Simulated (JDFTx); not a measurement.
Cu(111) slab cut from bulk Cu (space group Fm-3m, indices of the conventional cell, lattice of the Materials Project entry mp-30, not re-optimised): 6 atoms in 6 planes, a 1x1 cell of 5.54 Å² (|a| = 2.530, |b| = 2.530 Å), 10.4 Å between the outermost planes, cell height 26.3 Å, 10×10×1 k mesh, Fermi smearing 0.01 Ha, no spin polarisation.

Method: PBE, GBRV ultrasoft potentials, plane waves to 20/100 Ha, in JDFTx (a modified build). Liquid on both sides: CANDLE, water, 1 M NaCl; nuclei fixed. Potentials refer to SHE, placed 4.44 V below the bulk liquid's zero by convention.

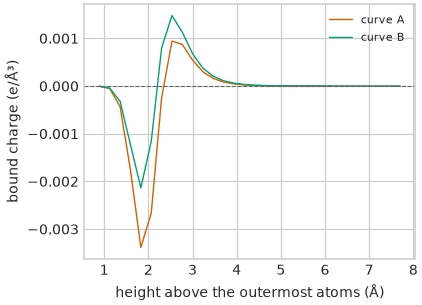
Plane-averaged bound charge of the liquid for two states of the electrode

Problem. One curve is the neutral slab. Which, and what is the sign of the other's charge?

Solution. Curve B is neutral (potential of zero charge, 0.14 V). Curve A is positively charged, 2.1 μC/cm² at 0.30 V.
